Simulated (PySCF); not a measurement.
```xyz
2

Si    0.0000    0.0000   -1.9384
Sb    0.0000    0.0000    0.4486
```

Core potentials replace the inner electrons of Sb.

Method: PySCF 2.14.0, PBE0/def2-SVPD, non-relativistic Hamiltonian with scalar-relativistic core potentials where named, at a bond length of 2.387 Å.

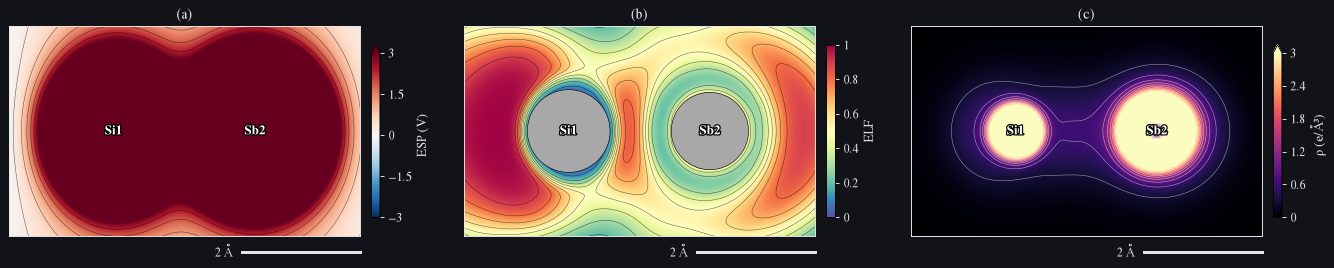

SiSb (doublet). (a) molecular electrostatic potential; (b) electron localisation function; (c) electron density on a plane that holds the molecular axis. Grey discs cover the atomic cores in the ELF map.

Question: What do the fields say about this system?

Answer:
- The plane passes through Si and Sb nuclei.
- Si–Sb (2.39 Å): ρ is about 0.64 e/Å³ halfway; the ELF peaks at about 0.85 in the valence shell of Si, 1.0 Å from its nucleus, and drops to about 0.20 between the two atoms.
- The ELF also peaks beside Sb2 and Si1, away from the bonds: non-bonding electrons, paired or unpaired.
- The potential has no marked negative region in this plane.
